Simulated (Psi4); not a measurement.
# SiH2F2 (SMILES F[SiH2]F): BHLYP/aug-cc-pVDZ

Aim: the vertical electron affinity of SiH2F2 at BHLYP/aug-cc-pVDZ, from 2 runs. 

The results are computed with Psi4 1.11.

### 1 The molecule

The species is SiH2F2 (5 atoms), meant as a singlet with charge 0. As SMILES, `F[SiH2]F`. The shape is that of a PBE0-D4/def2-TZVP optimisation.

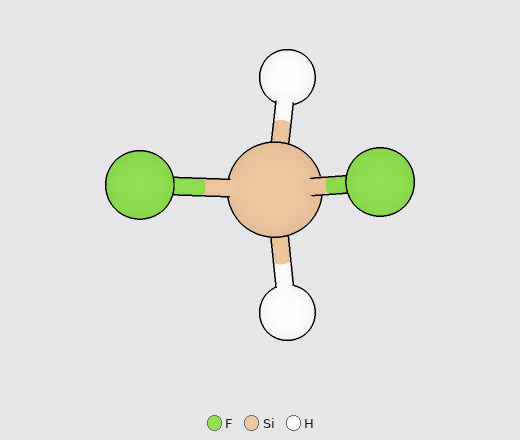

The structure, seen from a chosen angle (fluorine green, silicon light orange, hydrogen white).

### 2 Energy and forces at BHLYP/aug-cc-pVDZ

input.json

```json
{
 "schema_name": "qcschema_input",
 "schema_version": 1,
 "molecule": {
  "schema_name": "qcschema_molecule",
  "schema_version": 2,
  "symbols": ["F", "Si", "F", "H", "H"],
  "geometry": [-2.03903339, 1.0170506, 1.8532922, -0.00986437, -0.00102045, -0.10221529, 2.357679, -0.98377252, 1.44924986, -1.11582658, -2.15190673, -1.48589165, 0.80704534, 2.119668, -1.71445403],
  "molecular_charge": 0,
  "molecular_multiplicity": 1,
  "fix_symmetry": "c1"
 },
 "driver": "gradient",
 "model": {
  "method": "bhhlyp",
  "basis": "aug-cc-pVDZ"
 },
 "keywords": {
  "puream": true,
  "e_convergence": 1e-09,
  "d_convergence": 1e-08,
  "scf_type": "pk",
  "dft_radial_points": 99,
  "dft_spherical_points": 590
 }
}
```

Launch:

```console
$ psi4 --qcschema input.json -n 1 --memory 1600MB
```

stdout:

```text
[...]
  Running in c1 symmetry.
[...]
  Nuclear repulsion =  118.741930786793503
[...]
  Multiplicity = 1
[...]
  Nalpha       = 17
  Nbeta        = 17
[...]
    Number of basis functions: 91
[...]
   @RKS iter   1:  -490.36814821322395   -5.21764e-01   5.30060e-03 DIIS/ADIIS
[...]
   @RKS iter  10:  -490.44289377497734   -5.68434e-14   4.03317e-09 DIIS
[...]
    Orbital Energies [Eh]
    ---------------------
    Doubly Occupied:
       1A    -67.262797     2A    -25.336326     3A    -25.336324
       4A     -5.707813     5A     -3.973869     6A     -3.971899
       7A     -3.969484     8A     -1.383004     9A     -1.364204
      10A     -0.685631    11A     -0.600434    12A     -0.579738
      13A     -0.575924    14A     -0.539529    15A     -0.525727
      16A     -0.498938    17A     -0.417976
[...]
  @RKS Final Energy:  -490.44289377497734
   => Energetics <=
    Nuclear Repulsion Energy =            118.7419307867935032
    One-Electron Energy =                -917.1310626699826116
    Two-Electron Energy =                 329.9400451704365764
    DFT Exchange-Correlation Energy =     -21.9938070622248318
    Empirical Dispersion Energy =           0.0000000000000000
    VV10 Nonlocal Energy =                  0.0000000000000000
    Total Energy =                       -490.4428937749773354
[...]
 Multipole Moments:
 ------------------------------------------------------------------------------------
     Multipole            Electronic (a.u.)      Nuclear  (a.u.)        Total (a.u.)
 ------------------------------------------------------------------------------------
 L = 1.  Multiply by 2.5417464519 to convert [e a0] to [Debye]
 Dipole X            :          0.2485147           -0.3127915           -0.0642768
 Dipole Y            :          0.0259648           -0.0326621           -0.0066972
 Dipole Z            :          2.5758136           -3.2418887           -0.6660751
 Magnitude           :                                                    0.6692028
[...]
  -Total Gradient:
     Atom            X                  Y                   Z
    ------   -----------------  -----------------  -----------------
       1        0.015013333968    -0.007622480556    -0.016146537191
       2        0.003004171105     0.000318160000     0.031180282074
       3       -0.017832624243     0.007325021433    -0.013124069494
       4       -0.000428088122    -0.000755977640    -0.000914964208
       5        0.000243267020     0.000735284006    -0.000994058426
[...]
```

The result, in JSON:

```text
{
 "driver": "gradient",
 "model": {
  "method": "bhhlyp",
  "basis": "aug-cc-pVDZ"
 },
 "success": true,
 "return_result": [0.015013333968254106, -0.007622480556425535, -0.01614653719077014, 0.0030041711051072943, 0.0003181599995739046, 0.031180282073794044, -0.017832624243261, 0.0073250214332365865, -0.01312406949404498, -0.00042808812197775437, -0.0007559776400868079, -0.0009149642078554315, 0.00024326702033586334, 0.0007352840057427007, -0.0009940584264422764],
 "properties": {
  "calcinfo_nbasis": 91,
  "calcinfo_nmo": 91,
  "calcinfo_nalpha": 17,
  "calcinfo_nbeta": 17,
  "calcinfo_natom": 5,
  "nuclear_repulsion_energy": 118.7419307867935,
  "return_energy": -490.44289377497734,
  "return_gradient": [0.015013333968254106, -0.007622480556425535, -0.01614653719077014, 0.0030041711051072943, 0.0003181599995739046, 0.031180282073794044, -0.017832624243261, 0.0073250214332365865, -0.01312406949404498, -0.00042808812197775437, -0.0007559776400868079, -0.0009149642078554315, 0.00024326702033586334, 0.0007352840057427007, -0.0009940584264422764],
  "scf_one_electron_energy": -917.1310626699826,
  "scf_two_electron_energy": 329.9400451704366,
  "scf_xc_energy": -21.993807062224832,
  "scf_dipole_moment": [-0.06427681727850876, -0.006697237251265975, -0.666075068341129],
  "scf_total_energy": -490.44289377497734,
  "scf_total_gradient": [0.015013333968254106, -0.007622480556425535, -0.01614653719077014, 0.0030041711051072943, 0.0003181599995739046, 0.031180282073794044, -0.017832624243261, 0.0073250214332365865, -0.01312406949404498, -0.00042808812197775437, -0.0007559776400868079, -0.0009149642078554315, 0.00024326702033586334, 0.0007352840057427007, -0.0009940584264422764],
  "scf_iterations": 10
 }
}
```

Wall time 12 s (1 thread of AMD EPYC 9R45 (Zen 5), shared host); peak memory 0.79 GiB.

### 3 The doublet anion, same level

job.in

```
memory 1.6 GB

molecule mol {
  -1 2
  F     -1.079010     0.538200     0.980720
  Si    -0.005220    -0.000540    -0.054090
  F      1.247630    -0.520590     0.766910
  H     -0.590470    -1.138740    -0.786300
  H      0.427070     1.121680    -0.907250
  units angstrom
  symmetry c1
  no_reorient
  no_com
}

set {
  reference uks
  puream true
  e_convergence 1e-09
  d_convergence 1e-08
  scf_type pk
  dft_radial_points 99
  dft_spherical_points 590
  maxiter 100
}

energy_value, wavefunction = gradient('bhhlyp/aug-cc-pVDZ', return_wfn=True)
print_variables()
```

Launch:

```console
$ psi4 -i job.in -o job.out -n 1
```

job.out:

```text
[...]
  Running in c1 symmetry.
[...]
  Nuclear repulsion =  118.741930693433218
[...]
  Multiplicity = 2
[...]
  Nalpha       = 18
  Nbeta        = 17
[...]
    Number of basis functions: 91
[...]
   @UKS iter   1:  -490.24019006288364   -3.93806e-01   6.08542e-03 DIIS/ADIIS
[...]
   @UKS iter  15:  -490.40377663983321    6.91784e-11   7.35771e-09 DIIS
[...]
   @S^2 Observed:                7.502426270E-01
[...]
    Orbital Energies [Eh]
    ---------------------
    Alpha Occupied:
       1A    -67.099070     2A    -25.179172     3A    -25.179170
       4A     -5.543790     5A     -3.809902     6A     -3.808003
       7A     -3.805625     8A     -1.227462     9A     -1.208732
      10A     -0.528392    11A     -0.445565    12A     -0.423759
      13A     -0.419768    14A     -0.384153    15A     -0.370977
      16A     -0.340641    17A     -0.256879    18A      0.066613
    Alpha Virtual:
      19A      0.121560    20A      0.134558    21A      0.141854
      22A      0.173678    23A      0.203682    24A      0.225296
      25A      0.227819    26A      0.273324    27A      0.290570
[...]
  @UKS Final Energy:  -490.40377663983321
   => Energetics <=
    Nuclear Repulsion Energy =            118.7419306934332184
    One-Electron Energy =                -922.4983667782441898
    Two-Electron Energy =                 335.4023745512558321
    DFT Exchange-Correlation Energy =     -22.0497151062780716
    Empirical Dispersion Energy =           0.0000000000000000
    VV10 Nonlocal Energy =                  0.0000000000000000
    Total Energy =                       -490.4037766398332110
[...]
 Multipole Moments:
 ------------------------------------------------------------------------------------
     Multipole            Electronic (a.u.)      Nuclear  (a.u.)        Total (a.u.)
 ------------------------------------------------------------------------------------
 L = 1.  Multiply by 2.5417464519 to convert [e a0] to [Debye]
 Dipole X            :         -2.3937182            2.4209281            0.0272099
 Dipole Y            :         -0.2501856            0.2529776            0.0027921
 Dipole Z            :        -24.8103741           25.0915189            0.2811448
 Magnitude           :                                                    0.2824723
[...]
  -Total Gradient:
     Atom            X                  Y                   Z
    ------   -----------------  -----------------  -----------------
       1        0.015639366971    -0.008584942967    -0.028868098606
       2        0.005381987826     0.000566111128     0.055821167040
       3       -0.020881321090     0.008034814253    -0.025508219368
       4        0.000016406379     0.000183938512    -0.000732075314
       5       -0.000156310795    -0.000199876229    -0.000710835808
[...]
```

It took 21 s on 1 thread of AMD EPYC 9R45 (Zen 5), shared host; peak memory 0.77 GiB.

### 4 Outcome

Level: BHLYP/aug-cc-pVDZ.

| quantity | value |
| --- | --- |
| singlet SiH2F2: total energy | -490.44289 Eh |
| singlet SiH2F2: dipole moment | 1.70 D |
| singlet SiH2F2: HOMO energy | -11.37 eV |
| singlet SiH2F2: LUMO energy | 0.37 eV |
| singlet SiH2F2: HOMO–LUMO gap | 11.75 eV |
| singlet SiH2F2: largest force on an atom | 1.611 eV/Å |
| doublet anion: total energy | -490.40378 Eh |
| doublet anion: HOMO energy (highest over α and β) | 1.81 eV |
| doublet anion: LUMO energy (lowest over α and β) | 3.31 eV |
| doublet anion: ⟨S²⟩ | 0.750 |
| doublet anion: largest force on an atom | 2.884 eV/Å |
| vertical electron affinity (to the doublet anion) | -1.064 eV |

**Reading.** The anion lies 1.06 eV (103 kJ/mol) above the neutral: the electron isn't bound at this level, and such a value depends on the basis. The largest force (singlet SiH2F2) is 1.61 eV/Å: the shape isn't a stationary point for this species at this level. The HOMO (doublet anion) lies at positive energy, 1.81 eV; only total energies tell whether the electron is bound.
